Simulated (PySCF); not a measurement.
Molecule: Na(OH), SMILES [Na][OH]. Atoms near the plane z = 0.8 Å, at the CAM-B3LYP/def2-SVP optimised geometry (x, y, z in Å): Na1 (1.4, 0.0, 0.0), O2 (-0.5, 0.0, 0.0), H3 (-1.4, 0.0, 0.0).

Method: CAM-B3LYP/def2-TZVP in PySCF. The values are rescaled to run from 0 to 1.

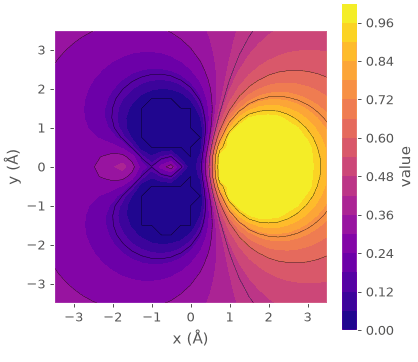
Figure: a field on the plane z = 0.8 Å.

Problem. Which quantity is mapped?
A) log10 of the electron density
B) electrostatic potential
C) deformation density (molecule minus spherical neutral atoms)
D) electron localisation function

Solution. B, electrostatic potential. In full: electrostatic potential (hartree/e), clipped to [-0.08, 0.12].
